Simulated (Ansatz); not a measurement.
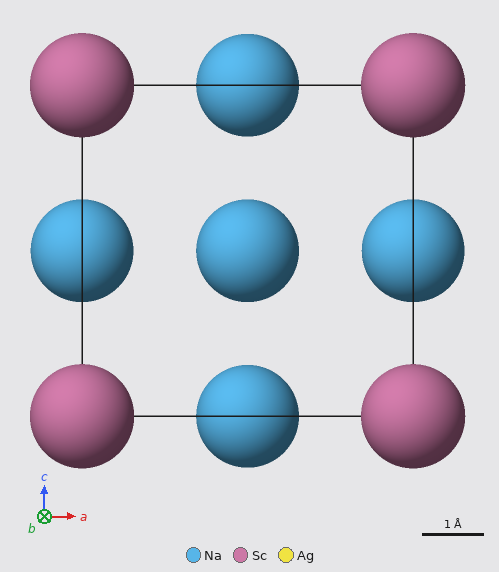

Crystalline Na3ScAg (a generated structure, set up in Pm-3m), before the relaxation. A spheres-only model of the cell of the calculation, seen along the b axis.

Method: DFT PBE, scalar-relativistic, plane waves, PAW (Ansatz).

The input:
```yaml
crystal:
  lattice:
    - [5.4626870992, 0.0, 0.0]
    - [0.0, 5.4626870992, 0.0]
    - [0.0, 0.0, 5.4626870992]
  atoms:
    - { symbol: Na, position: [0.0, 0.5, 0.5] }
    - { symbol: Na, position: [0.5, 0.0, 0.5] }
    - { symbol: Na, position: [0.5, 0.5, 0.0] }
    - { symbol: Sc, position: [0.0, 0.0, 0.0], spin: 0.77 }
    - { symbol: Ag, position: [0.5, 0.5, 0.5] }
basis:
  ecutwfc: 420
kpoints:
  mp_grid: { grid: [8, 8, 8] }
hamiltonian:
  xc: pbe
scf:
  occupations: { method: gaussian, width: 0.1 }
output:
  forces: true
  stress: true
  eigenvalues: true
  populations: true
magnetization:
  spin_polarized: true
relax:
  adjacent_minimum: "off"
  f_tol: 0.01
  max_steps: 80
  cell: { stress_tol: 0.05 }
```

Command:
```bash
ansatz run input.yaml --threads 1 --pin off --max-ram 2048MiB --backend cpu --events-out ev --progress --plain --runs-dir out
```

Question: What does the optimiser find from here?

Answer: After 2 accepted moves (3 points after the start) the energy has fallen by 8.9 meV per cell of the calculation. All forces vanish by symmetry, so only the cell relaxes. The pressure goes from 0.50 to 0.01 GPa. At 1 point the geometry stayed and the basis and grid were re-selected for the new cell (energy shift of 0.4 meV per cell of the calculation at most each time). The atoms keep their places relative to the cell (all moves are under 0.005 Å). The volume changes by +3.5 %, with a = b = c 5.463 → 5.525 Å (+1.1 %). Among the contacts that change: Na1–Sc4 3.863 → 3.907 Å, Na1–Ag5 2.731 → 2.763 Å. The space group stays Pm-3m (No. 221). Cost: 110 s on 1 thread of Intel(R) Xeon(R) Platinum 8259CL CPU @ 2.50GHz (Skylake/Cascade Lake), on a shared host, peak memory 0.71 GiB.

Final geometry:

```
Na Sc Ag
1.0
     5.52542    0.00000    0.00000
     0.00000    5.52542    0.00000
     0.00000    0.00000    5.52542
Na Sc Ag
3 1 1
Direct
  0.00000 0.50000 0.50000
  0.50000 0.00000 0.50000
  0.50000 0.50000 0.00000
  0.00000 0.00000 0.00000
  0.50000 0.50000 0.50000
```

The end point in the same view:

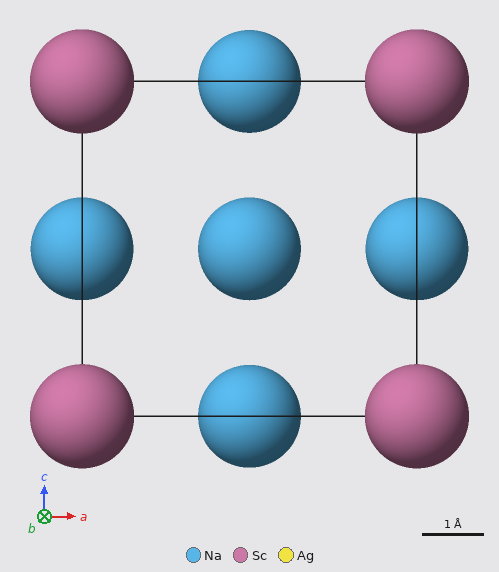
